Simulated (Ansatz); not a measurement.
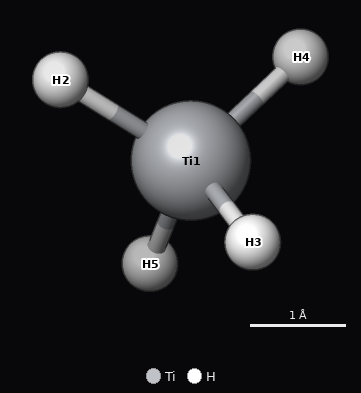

Figure 1. The input geometry (ball-and-stick view, seen at a tilt; atoms are numbered from 1 in the order of the input). Sticks mark near contacts. Bond lengths as drawn: H–Ti 1.69 Å.

## Single-point calculation, with input and output: TiH4 (charge −1)

- system: TiH4, charge −1, multiplicity 2
- method: UKS r2SCAN/def2-mTZVP (Ansatz 0.2.0)

Some settings of this run were made unusual or wrong on purpose. The geometry comes from this level: B3LYP-D4/def2-TZVP. Figures and captions count atoms from 1; the log counts them from 0 in places.

Input:
```yaml
crystal:
  periodic: [false, false, false]
  atoms:
    - {symbol: Ti, position_ang: [0.000000, 0.000007, 0.000009]}
    - {symbol: H, position_ang: [0.010237, -0.017098, 1.694435]}
    - {symbol: H, position_ang: [1.594179, 0.010511, -0.574425]}
    - {symbol: H, position_ang: [-0.806297, 1.386802, -0.546037]}
    - {symbol: H, position_ang: [-0.798119, -1.380232, -0.573972]}
basis:
  gaussian: {orbitals: def2-mTZVP, final_grid: {core_spheres: 1, valence_spheres: 1, degree: 5}}
total_charge: -1
magnetization: {spin_polarized: true, initial_magnetization: 1}
hamiltonian: {xc: {name: r2SCAN}}
accuracy: high
output: {forces: true}
```

Hardware: 4 threads of Arm Neoverse V1, 23 GiB of memory available, shared host.

Command:
```bash
ansatz run in.yaml --threads 4 --pin off --events-out ev --progress --plain --max-ram 3916MiB
```

The program's output:
```
Functional definition: r2SCAN
  name "r2SCAN"
  cite "Furness, Kaplan, Ning, Perdew & Sun, J. Phys. Chem. Lett. 11, 8208 (2020) doi:10.1021/acs.jpclett.0c02405"
  cite "Furness, Kaplan, Ning, Perdew & Sun, J. Phys. Chem. Lett. 11, 9248 (2020) doi:10.1021/acs.jpclett.0c03077"
  parent r2scan
  parameter k0 = 0.174
  parameter k1 = 0.065
  parameter a1 = 4.9479
  exchange = r2scan_x(k0 = k0, k1 = k1, a1 = a1)
  correlation = r2scan_c
949 factors; integrals over basis functions are off by at most 4.1e-9 eV
mean field evaluation 1: about -23175.4726 eV, gradient 1.5e1 eV
mean field evaluation 2: about -23158.8008 eV, gradient 7.1e1 eV
mean field evaluation 4: about -23176.8715 eV, gradient 5.7e-1 eV
mean field evaluation 8: about -23176.2666 eV, gradient 1.8e0 eV
mean field evaluation 16: about -23176.2974 eV, gradient 1.5e-3 eV
mean field evaluation 32: about -23176.1928 eV, gradient 3.4e0 eV
mean field -23176.30060666 eV, -851.7133378339 hartree, gradient 1.7e-8 eV, S^2 0.756197; 9 other end points of the search recorded, 0 dependent functions left out
the calculation of the forces begins
reference -23176.30067452 eV, -851.7133403278 hartree; 14, 13 occupied and 31, 32 virtual orbitals, 949 factors
Total energy: -23176.30067452 eV, -851.7133403278 hartree
Atom 0 at     0.000000     0.000007     0.000009 Å, force    -0.000026    -0.000169    -0.000137 eV/Å
Atom 1 at     0.010237    -0.017098     1.694435 Å, force    -0.018333    -0.026471     2.375077 eV/Å
Atom 2 at     1.594179     0.010511    -0.574425 Å, force     2.223237     0.017485    -0.835797 eV/Å
Atom 3 at    -0.806297     1.386802    -0.546037 Å, force    -1.106845     1.962532    -0.751819 eV/Å
Atom 4 at    -0.798119    -1.380232    -0.573972 Å, force    -1.098032    -1.953377    -0.787324 eV/Å
Dipole moment:    -0.000001     0.000017     0.000017 e Å
```

Outcome:

```csv
quantity,value
outcome,converged
total energy,−23176.3007 eV
⟨S²⟩,0.756
SCF solution under orbital rotations,stable
largest force (length of the vector),2.375 eV/Å
wall time,1.5 s (CPU time 4.1 s)
peak memory,0.12 GiB
```

A setting was made wrong on purpose: grid. The run converged all the same; its numbers are those of the faulty input and shouldn't be used.
